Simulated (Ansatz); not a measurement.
Band structure of Ir (Fm-3m, 1 atom in the cell).

```xyz
1
Lattice="0.0000 1.9200 1.9200 1.9200 0.0000 1.9200 1.9200 1.9200 0.0000" Properties=species:S:1:pos:R:3 pbc="T T T"
Ir     0.0000     0.0000     0.0000
```

Method: PBE, PAW files (plane waves; Ansatz, an electronic-structure program).

Settings: basis.ecutwfc = 420 eV; kpoints.mp_grid.grid = 10 10 10; hamiltonian.xc = pbe; hamiltonian.pseudopotentials = {kind: paw} (an earlier, softer set of the program's PAW files); scf.occupations.method = fermi_dirac; scf.occupations.width = 0.1 eV; kpoints.band_path.npoints = 8.

The starting cell has typed, rounded lattice constants, without a prior relaxation at this level. Spin-orbit coupling is off. Spin polarisation is off.

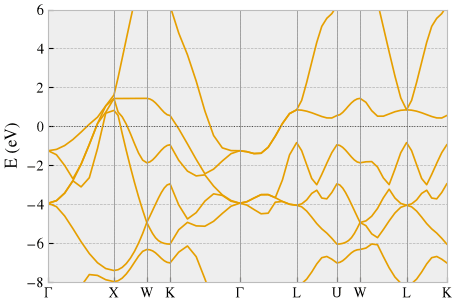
Figure: Bands along the path, energies from the Fermi level.

Levels in eV from the Fermi level, bands 5 to 12:
```
point       5      6      7      8      9     10     11     12
-----  ------  -----  -----  -----  -----  -----  -----  -----
Γ      -11.19  -3.95  -3.95  -3.95  -1.25  -1.25  13.55  19.05
X       -7.98  -7.41   0.82   1.43   1.43   1.61  10.46  11.42
W       -6.32  -4.94  -4.94  -1.87   1.44   8.08   8.96   8.96
K       -7.01  -6.05  -2.95  -0.95   0.56   6.19   7.64  11.41
L       -8.17  -4.05  -4.05  -0.83   0.85   0.85   7.21  13.21
U       -7.01  -6.05  -2.95  -0.95   0.56   6.19   7.64  11.41
```

Bands cross the Fermi level along this path, so the cell is metallic at this level.

Keys are those of Ansatz 0.2.
